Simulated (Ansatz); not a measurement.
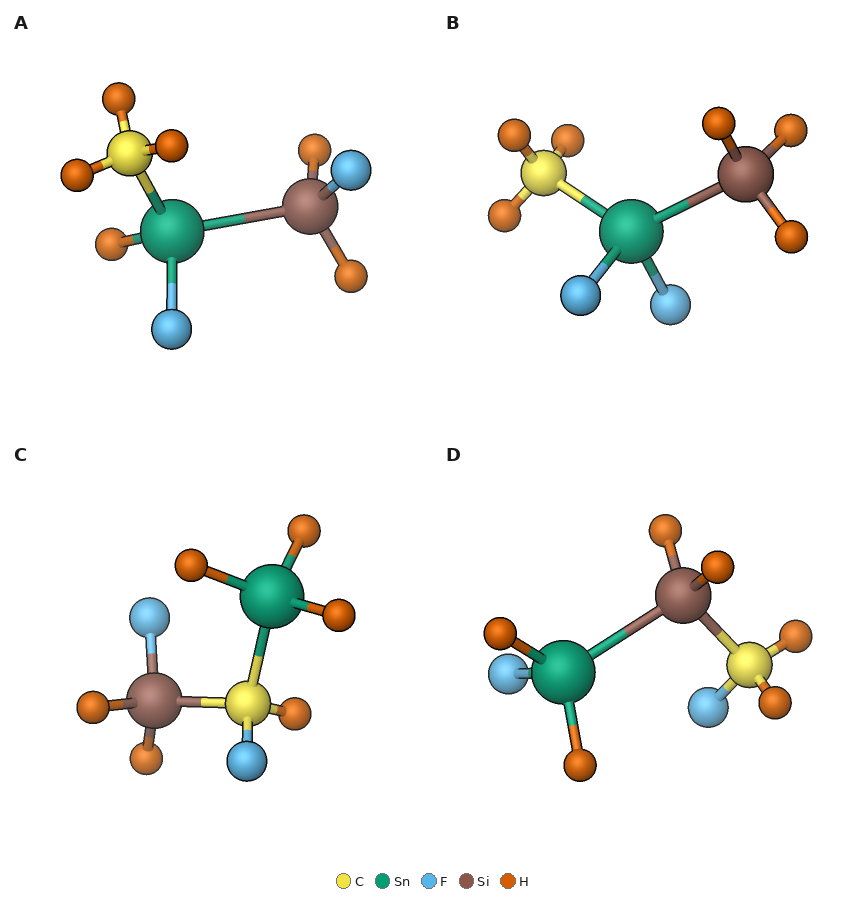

4 stationary structures of one formula. Geometries: PBE-D4/def2-SVP. Electronic energies: PBE-D4/def2-SVP (Ansatz 0.2.0), without zero-point energy. No frequency run is at hand to confirm each as a minimum. Each is one conformer, not always the lowest.

Are they conformers, stereoisomers or constitutional isomers?

They are constitutional isomers of CH6F2SiSn: A `[CH3][Sn@H]([F])[SiH2]F`, B `[CH3][Sn]([F])([F])[SiH3]`, C `F[SiH2][C@H](F)[SnH3]`, D `FC[SiH2][SnH2][F]`.

Which structure is the most stable?

A is lowest; B lies 0.267 eV above it, C lies 1.816 eV above it, D lies 1.925 eV above it.
